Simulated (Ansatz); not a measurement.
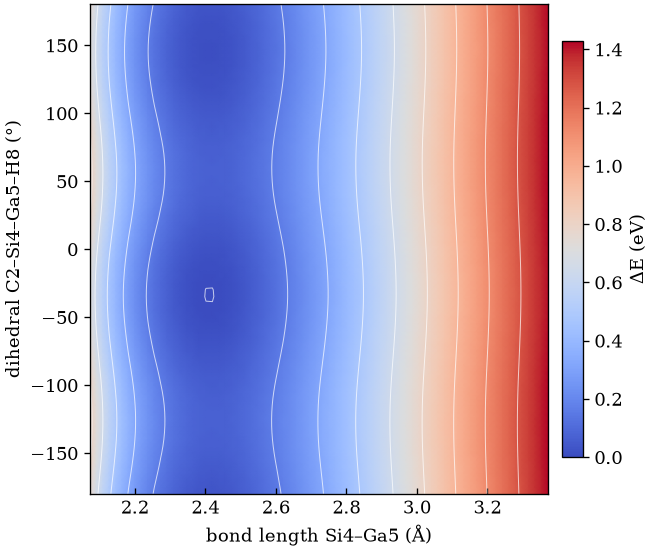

Energy landscape of C₂H₄FGaSi, SMILES FC1=C[SiH]1[GaH2]. 
- The first coordinate is: bond length Si4–Ga5; the second: dihedral C2–Si4–Ga5–H8.
- Nothing is relaxed (all other coordinates rigid).
- Grid: 9 × 10 points.
- Points are written as (first, second).
- All energies are given in eV relative to the lowest grid point.
- Method: Ansatz, RKS PBE-D4/def2-SVP.

Drawn: a smooth colour map with a few white contour lines. Between grid points the surface is interpolated. 

Where are the wells?

The lowest grid point is at (2.397 Å, −36°). A higher local minimum lies near (2.397 Å, 144°) (0.010 eV above the lowest at that grid point). The highest grid point, (3.372 Å, 72°), lies 1.43 eV above the lowest. On the interpolated surface the easiest way out of the lowest well to the well at (2.397 Å, 144°) passes a barrier of about 0.068 eV. Round the minimum the two coordinates are nearly uncoupled.

Each point was launched as `ansatz run input.yaml --threads 1 --pin off --max-ram 2560MiB --backend cpu --events-out ev --progress --plain --runs-dir out`. Time for the 90 points that were run: 11 min on 1 thread of Arm Neoverse V2 (shared host).
